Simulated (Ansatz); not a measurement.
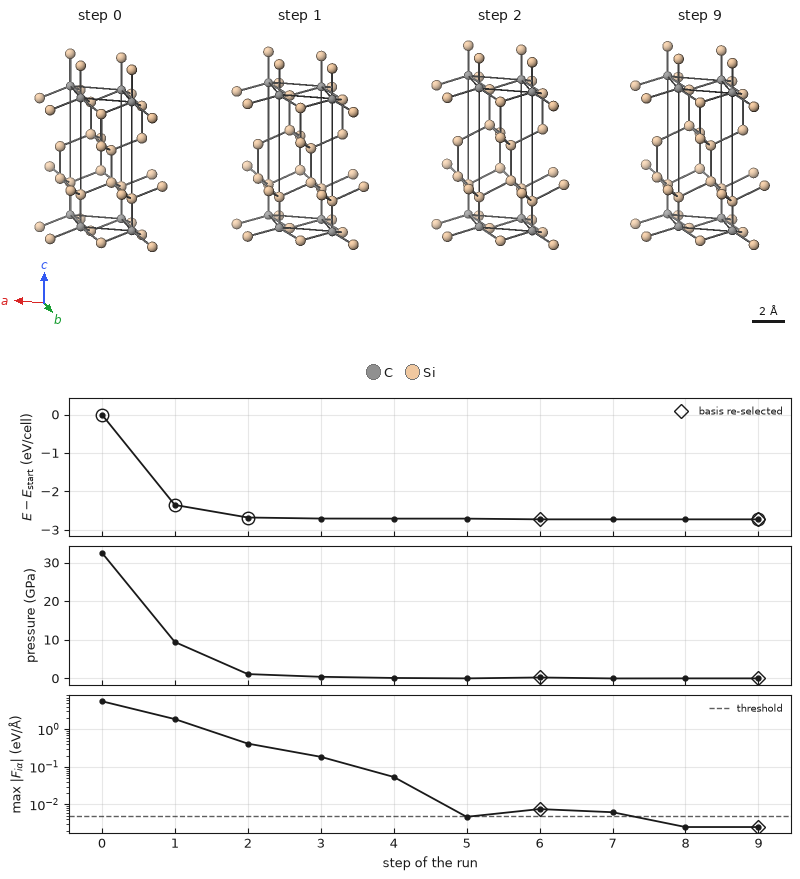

Frames of a relaxation of solid Si₅C (a generated structure, set up in P3m1), marked on the history of the run. A ball-and-stick model of the cell of the calculation, seen from a free direction.

Level of theory: DFT, PBE, plane waves, PAW in Ansatz 0.2.0. Set-up: plane-wave cutoff 420 eV; k-point mesh 12 × 12 × 4; occupations fermi dirac; smearing width 0.02 eV; no spin polarisation; cell and atoms relaxed; force threshold 0.005 eV/Å.

What happens along the run?

Answer. Over 7 accepted moves (9 points after the start) the energy falls by 2.726 eV per cell of the calculation. The largest force component goes from 5.6 to 0.0025 eV/Å. Pressure: 32.58 GPa at the start and 0.00 GPa at the end. At 2 points the geometry stayed and the basis and grid were re-selected for the new cell (energy shift of 18.6 meV per cell of the calculation at most each time). The atom that moves furthest relative to the cell is a Si atom (0.29 Å along −c). Largest moves by element: Si 0.29 Å, C 0.04 Å. The volume changes by +18.6 %, with a = b 3.435 → 3.612 Å (+5.2 %), c 8.413 → 9.022 Å (+7.2 %). Near-neighbour distances that change, for instance: Si–Si 2.103 → 2.355 Å, C–Si 2.103 → 1.921 Å, Si–Si 2.103 → 2.284 Å, C–Si 2.103 → 2.158 Å. Bond angles that change, for instance: Si–Si–Si 109.5° → 104.5°, Si–Si–Si 109.5° → 114.1°, C–Si–Si 109.5° → 114.1°. The space group stays P3m1 (No. 156). The run took 24 s on 4 threads of Arm Neoverse V1 (shared host), peak memory 0.43 GiB. From step 0 to 1: a Si atom moves most (0.20 Å), volume +10.2 %, energy −2.351 eV per cell of the calculation. From step 1 to 2: a Si atom moves most (0.10 Å), volume +5.3 %, energy −0.327 eV per cell of the calculation. From step 2 to 9: a Si atom moves most (0.03 Å), volume +2.2 %, energy −48.2 meV per cell of the calculation.
